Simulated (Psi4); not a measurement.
# CH4FGeN (SMILES [H]/N=[C](/F)[GeH3]): HF/STO-3G

Aim: the vertical singlet–triplet gap of CH4FGeN at HF/STO-3G, from 2 runs. 

The calculation is run with Psi4 1.11.

## (1) The molecule

CH4FGeN: 8 atoms, total charge 0, spin state singlet. As SMILES, `[H]/N=[C](/F)[GeH3]`. Geometry: relaxed at PBE0-D4/def2-TZVP.

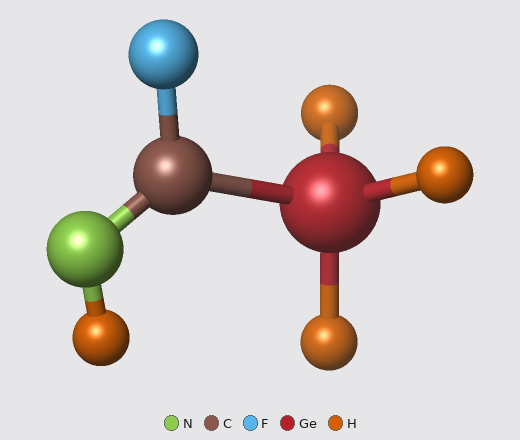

The structure, seen from a chosen angle (nitrogen green, carbon brown, fluorine blue, germanium red, hydrogen orange).

## (2) A single-point energy at HF/STO-3G

Contents of ch4fgen.xyz:

```xyz
8
CH4FGeN
N      1.895900     0.222300    -0.348500
C      0.908100     0.027300     0.385600
F      1.137400    -0.127100     1.702400
Ge    -1.019900    -0.103800    -0.035500
H      1.617200     0.325400    -1.319900
H     -1.766200     1.006900     0.710300
H     -1.149700     0.071600    -1.553900
H     -1.530700    -1.479600     0.403700
```

Contents of run_ase.py:

```python
import numpy as np
from ase.calculators.psi4 import Psi4
from ase.io import read

a = read('ch4fgen.xyz')
calc = Psi4(atoms=a, method='hf', basis='STO-3G', memory='2200MB', num_threads=1, charge=0, multiplicity=1, label='psi4-calc')
calc.psi4.set_options({'puream': True, 'e_convergence': 1e-09, 'd_convergence': 1e-08, 'scf_type': 'pk'})
a.calc = calc

print(f'energy: {a.get_potential_energy():.6f} eV')
```

On the command line:

```bash
$ python run_ase.py
```

psi4-calc.dat (excerpt; [...] marks lines left out):

```text
[...]
  Running in c1 symmetry.
[...]
  Nuclear repulsion =  257.992179624617791
[...]
  Multiplicity = 1
[...]
  Nalpha       = 29
  Nbeta        = 29
[...]
    Number of basis functions: 37
[...]
   @RHF iter   1: -2242.74161302012317   -4.14252e+00   2.10775e-02 ADIIS/DIIS
[...]
   @RHF iter  11: -2243.23091595915821   -1.36424e-12   5.54069e-09 DIIS
[...]
    Orbital Energies [Eh]
    ---------------------
    Doubly Occupied:
       1A   -400.585859     2A    -50.429130     3A    -45.493079
       4A    -45.492793     5A    -45.492774     6A    -25.947114
       7A    -15.317519     8A    -11.114143     9A     -6.510219
      10A     -4.551813    11A     -4.551074    12A     -4.550983
      13A     -1.512553    14A     -1.159177    15A     -0.762761
      16A     -0.694340    17A     -0.691835    18A     -0.691507
      19A     -0.691414    20A     -0.689519    21A     -0.688923
      22A     -0.587399    23A     -0.550614    24A     -0.533074
      25A     -0.457832    26A     -0.441190    27A     -0.428505
      28A     -0.348620    29A     -0.317245
[...]
  @RHF Final Energy: -2243.23091595915821
   => Energetics <=
    Nuclear Repulsion Energy =            257.9921796246177905
    One-Electron Energy =               -3659.8801724752183873
    Two-Electron Energy =                1158.6570768914423297
    Total Energy =                      -2243.2309159591586649
[...]
 Multipole Moments:
 ------------------------------------------------------------------------------------
     Multipole            Electronic (a.u.)      Nuclear  (a.u.)        Total (a.u.)
 ------------------------------------------------------------------------------------
 L = 1.  Multiply by 2.5417464519 to convert [e a0] to [Debye]
 Dipole X            :         -5.8890264            4.8042873           -1.0847391
 Dipole Y            :         -0.7010367            0.6620271           -0.0390096
 Dipole Z            :          0.9449249           -1.4420851           -0.4971603
 Magnitude           :                                                    1.1938798
[...]
```

Standard output:

```text
energy: -61041.422396 eV
```

Wall time 1.4 s (1 thread of Intel Xeon 6975P-C (Granite Rapids), shared host); peak memory 0.24 GiB.

## (3) The triplet, same level

Contents of job.in:

```
memory 2.2 GB

molecule geom {
  0 3
  N      1.895900     0.222300    -0.348500
  C      0.908100     0.027300     0.385600
  F      1.137400    -0.127100     1.702400
  Ge    -1.019900    -0.103800    -0.035500
  H      1.617200     0.325400    -1.319900
  H     -1.766200     1.006900     0.710300
  H     -1.149700     0.071600    -1.553900
  H     -1.530700    -1.479600     0.403700
  symmetry c1
  no_reorient
  no_com
}

set basis STO-3G
set reference uhf
set puream true
set e_convergence 1e-09
set d_convergence 1e-08
set scf_type pk
set maxiter 100

e, wfn = energy("hf", return_wfn=True)
oeprop(wfn, "LOWDIN_CHARGES", "MAYER_INDICES", "WIBERG_LOWDIN_INDICES", title="HF")
```

On the command line:

```bash
$ psi4 -n 1 job.in job.out
```

job.out (excerpt; [...] marks lines left out):

```text
[...]
  Running in c1 symmetry.
[...]
  Nuclear repulsion =  257.992179624617791
[...]
  Multiplicity = 3
[...]
  Nalpha       = 30
  Nbeta        = 28
[...]
    Number of basis functions: 37
[...]
   @UHF iter   1: -2242.55594473666861   -3.95686e+00   2.03346e-02 DIIS/ADIIS
[...]
   @UHF iter  23: -2243.07442189582162    1.50067e-11   6.48626e-09 DIIS
[...]
   @S^2 Observed:                2.006988497E+00
[...]
    Orbital Energies [Eh]
    ---------------------
    Alpha Occupied:
       1A   -400.573343     2A    -50.416240     3A    -45.480329
       4A    -45.479933     5A    -45.479831     6A    -25.901256
       7A    -15.369581     8A    -11.019212     9A     -6.497494
      10A     -4.539231    11A     -4.538498    12A     -4.538148
      13A     -1.479389    14A     -1.198071    15A     -0.785243
      16A     -0.695510    17A     -0.681137    18A     -0.680706
      19A     -0.679546    20A     -0.677041    21A     -0.676621
      22A     -0.593524    23A     -0.586032    24A     -0.571730
      25A     -0.460345    26A     -0.448671    27A     -0.430772
      28A     -0.429618    29A     -0.350929    30A     -0.147739
    Alpha Virtual:
[...]
  @UHF Final Energy: -2243.07442189582162
   => Energetics <=
    Nuclear Repulsion Energy =            257.9921796246177905
    One-Electron Energy =               -3660.5868441439670278
    Two-Electron Energy =                1159.5202426235280200
    Total Energy =                      -2243.0744218958216152
  UHF NO Occupations:
  HONO-2 :   28  A 1.9978053
  HONO-1 :   29  A 1.0000000
  HONO-0 :   30  A 1.0000000
  LUNO+0 :   31  A 0.0021947
  LUNO+1 :   32  A 0.0007547
[...]
 Multipole Moments:
 ------------------------------------------------------------------------------------
     Multipole            Electronic (a.u.)      Nuclear  (a.u.)        Total (a.u.)
 ------------------------------------------------------------------------------------
 L = 1.  Multiply by 2.5417464519 to convert [e a0] to [Debye]
 Dipole X            :         11.9047121          -12.3015502           -0.3968381
 Dipole Y            :          5.3968086           -5.3314843            0.0653243
 Dipole Z            :        -23.9878418           23.2434424           -0.7443994
 Magnitude           :                                                    0.8460958
[...]
```

Wall time 1.4 s (1 thread of Intel Xeon 6975P-C (Granite Rapids), shared host); peak memory 0.2 GiB.

## (4) Results

Level: HF/STO-3G.

```
                                        quantity           value
                           singlet: total energy  -2243.23092 Eh
                          singlet: dipole moment          3.03 D
                            singlet: HOMO energy        -8.63 eV
                            singlet: LUMO energy         8.19 eV
                          singlet: HOMO–LUMO gap        16.83 eV
                           triplet: total energy  -2243.07442 Eh
                          triplet: dipole moment          2.15 D
     triplet: HOMO energy (highest over α and β)        -4.02 eV
      triplet: LUMO energy (lowest over α and β)         4.62 eV
                                   triplet: ⟨S²⟩           2.007
vertical energy of the triplet above the singlet        4.258 eV
```

**Reading.** At this shape the triplet lies 4.26 eV (98 kcal/mol) above the singlet. In a minimal basis such a difference can be off by several eV, whatever the method.
